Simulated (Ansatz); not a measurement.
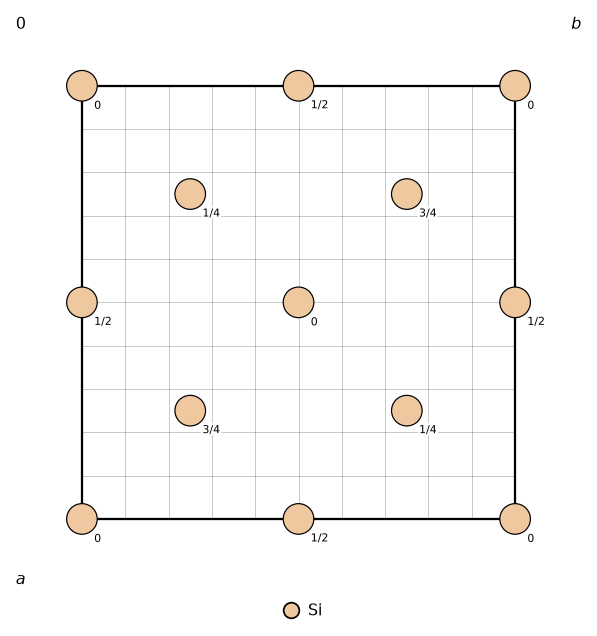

Plan of a unit cell projected along c (a down the page, b across); the numbers are heights as fractions of c, and atoms on the cell's edges are repeated. The grid marks tenths of a and b. Source: the input geometry of an electronic-structure calculation (not necessarily at equilibrium). Geometry calculated from the standardised cell; symmetry tolerance 0.002 Å.

a = 5.444 Å, b = 5.444 Å, c = 5.444 Å, α = 90.00°, β = 90.00°, γ = 90.00°.

Question: What does the cell contain?

Answer: 8 Si: Si, Z = 8.

Question: Which space group?

Answer: Fd-3m (No. 227, origin choice 1), face-centred cubic.

Question: Give the independent sites, coordinates to two places.

Answer:
```json
{"atom": "Si", "site": "8a", "symmetry": "-43m", "x": "0.50", "y": "0.00", "z": "0.50"}
```
